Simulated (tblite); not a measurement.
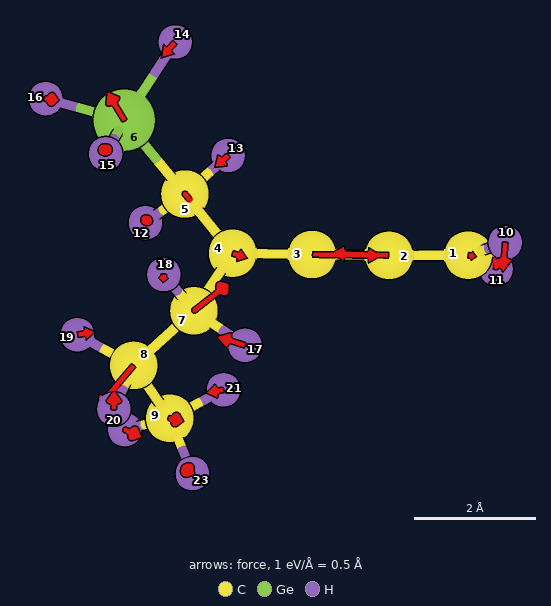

Starting geometry of C₈H₁₄Ge with the computed forces as red arrows. A ball-and-stick model, seen at a tilt.

Theory: GFN2-xTB geometry optimisation, gas phase in tblite. 

Q: Is this structure relaxed? If not, where do the atoms go?

A: It isn't relaxed: the largest force vector, on a C atom, is 2.40 eV/Å. The final displacements have little in common with the starting forces (cosine between the two patterns 0.28). Over 157 geometry steps the energy falls by 1.518 eV. The largest move after the best rigid fit is that of an H atom, 1.14 Å. Largest moves by element: H 1.14 Å, C 0.15 Å, Ge 0.03 Å. Among the contacts that change: Ge–H 1.558 → 1.495 Å, C–Ge 1.927 → 1.984 Å, C–C 1.486 → 1.531 Å, C–H 1.133 → 1.092 Å. Among the angles between lasting bonds that change: H–C–H 114.3° → 108.5°, H–Ge–H 111.6° → 106.7°, C–C–H 104.8° → 109.5°. Groups turn about C–Ge by about 50°, C–C by about 35°.
